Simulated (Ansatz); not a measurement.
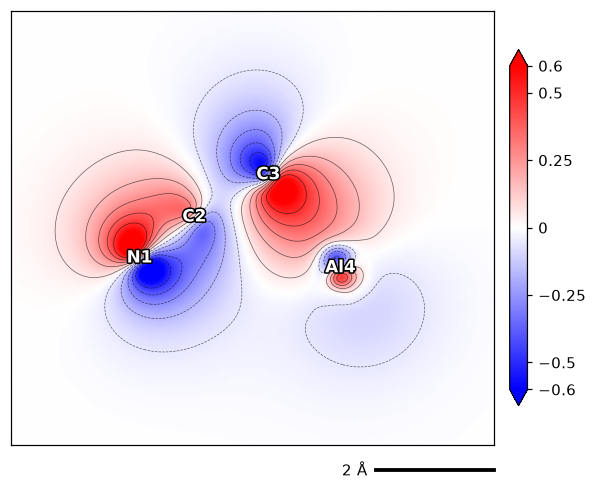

Figure. C2H4AlN (SMILES N#C[CH2][AlH2]). The HOMO on the plane of atoms C2, C3 and Al4 (values in Å⁻³ᐟ²; the overall sign is arbitrary).

Geometry: PBE0-D4/def2-TZVP.

Theory: RKS PBE0-D4/def2-TZVPP (Ansatz 0.2.0).

```xyz
8

N    -0.8963    1.1499    1.8917
C    -0.1134    0.8918    1.0827
C     0.7444    0.4477    0.0158
Al   -0.4550   -0.9454   -0.7480
H     1.6779    0.0476    0.4147
H     0.9551    1.2668   -0.6738
H    -1.4756   -0.5051   -1.8695
H    -0.3450   -2.4104   -0.1695
```

> What is the character of this orbital?

By Hirshfeld shares it lies mainly on N1 (about 30 %), C3 (about 30 %), Al4 (about 15 %) and C2 (about 15 %). Its energy is −8.32 eV.
